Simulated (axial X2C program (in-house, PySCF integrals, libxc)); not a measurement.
**Relativistic diatomic calculation, with input and output: TeAl⁻**

- system: TeAl⁻, single determinant with Ω = 2 (not the lowest found).
- method: PBE0, two-component X2C with atomic mean-field Coulomb and Gaunt terms, Te dyall-acv3z, Al dyall-av3z (cores contracted) (axial X2C program (in-house, PySCF integrals, libxc))

### Summary

- outcome: converged; a filled level lies above zero
- bond length rₑ: 2.500 Å
- ωₑ: 302.8 cm⁻¹
- energy at the minimum: −7033.39500 hartree
- depth below the fragments: 1.54 eV
- hardware: 1 thread of AMD EPYC (Zen 3), 24 GiB of memory available, shared host
- wall time: 22 s
- peak memory: 0.67 GiB

### Remarks

The highest filled level (PBE0, up to 1.11 eV) lies above zero. That is common for anions, where the functional's self-interaction leaves the outer electrons unbound; only the finite basis holds them, so such levels depend on it. Limits: 9 of the 10 points asked for were kept; at every distance an empty level lies below a filled one, since the occupations are held fixed.

### The input
```
{"zs": [52, 13], "q": -1, "bas": ["dyall-acv3z", "dyall-av3z"], "levels": ["PBE0", "HF", "r2SCAN0"], "cc": true, "r0": 2.41, "thr": -1.0, "nmax": 90, "npts": 10, "nst": 2, "ntry": 6}
```

The line is the task of a batch: nuclear charges, charge, bases, the levels to run, a first guess of the distance and further settings. This report covers PBE0 with spin-orbit coupling. The log is that of the reference distance 2.469 Å.

Launched within a batch (the task file carries these settings):
```bash
python <driver script> task.json out
```

### Output
```
two-component X2C + atomic mean field  PBE0
basis functions 205  fitting functions 1048  grid points 5080
iter        total energy     max residual
   1      -7029.278256758     1.86e+01
   2      -7030.577376001     1.70e+01
   3      -7031.571319742     1.45e+01
   4      -7032.403811083     1.08e+01
   5      -7033.233344251     1.56e+00
   6      -7033.299468467     1.13e+00
   7      -7033.375688795     5.77e-01
   8      -7033.384906030     4.27e-01
   9      -7033.390078778     1.24e-01
  10      -7033.392558944     1.13e-01
  11      -7033.393437922     1.21e-01
  12      -7033.393975565     5.73e-02
  13      -7033.394343940     2.93e-02
  14      -7033.394592946     2.89e-02
  15      -7033.394721799     2.76e-02
  16      -7033.394807202     2.31e-02
  17      -7033.394834692     9.73e-03
  18      -7033.394845001     6.42e-03
  19      -7033.394851178     3.94e-03
  20      -7033.394854441     3.10e-03
  21      -7033.394856754     2.34e-03
  22      -7033.394858202     1.83e-03
  23      -7033.394858918     1.37e-03
  24      -7033.394859194     1.30e-03
  25      -7033.394859301     4.79e-04
  26      -7033.394859348     4.21e-04
  27      -7033.394859363     3.12e-04
  28      -7033.394859366     7.90e-05
  29      -7033.394859367     5.85e-05
  30      -7033.394859367     2.74e-05
  31      -7033.394859367     7.98e-06
converged
one-electron -9953.29427882  Coulomb 2975.04251940  exact exchange -48.24728433  xc functional -147.70929922  nuclear repulsion 144.88610554  atomic mean-field constant -4.07262194
```

### The points of the curve

| R (Å) | E (hartree) | dipole (D; origin at the first atom, positive when the second is positive) | highest filled (eV) | lowest empty (eV) |
| --- | --- | --- | --- | --- |
| 2.148 | −7033.364443 | −7.20 | 1.11 | 0.87 |
| 2.247 | −7033.381518 | −6.72 | 1.05 | 0.85 |
| 2.321 | −7033.389023 | −6.46 | 1.00 | 0.81 |
| 2.395 | −7033.393172 | −6.26 | 0.93 | 0.76 |
| 2.469 | −7033.394859 | −6.11 | 0.87 | 0.71 |
| 2.555 | −7033.394621 | −6.01 | 0.80 | 0.64 |
| 2.642 | −7033.392813 | −5.97 | 0.73 | 0.58 |
| 2.753 | −7033.389257 | −5.99 | 0.66 | 0.51 |
| 2.889 | −7033.384243 | −6.09 | 0.58 | 0.47 |

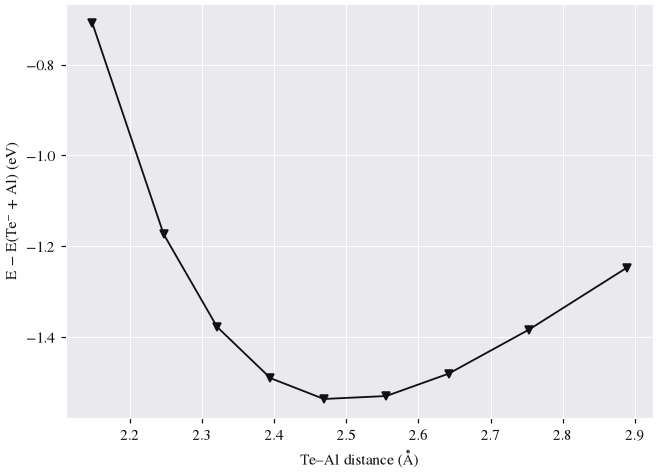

Figure 1. Energy at 9 bond lengths, for one set of occupations held fixed; the line joins the points. A polynomial of degree 6 through 9 points gives rₑ = 2.500 Å, ωₑ = 302.8 cm⁻¹, ωₑxₑ = 2.5 cm⁻¹ and Bₑ = 0.1207 cm⁻¹. The minimum lies 1.54 eV below Te⁻ + Al, each computed as one determinant at the same level.

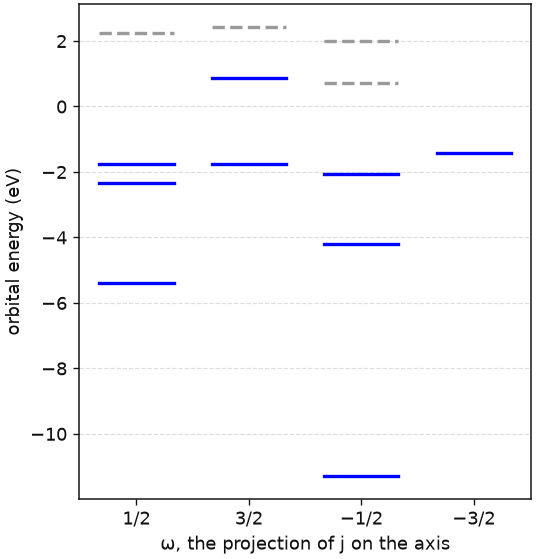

Figure 2. Orbital energies near the frontier at 2.47 Å, filled (solid) and empty (dashed). The highest filled spinor (3/2; 57 % Al p, 17 % Al d) lies at 0.87 eV, the lowest empty one (−1/2; 33 % Al p, 28 % Al s) at 0.71 eV. A filled level above zero is held only by the finite basis .
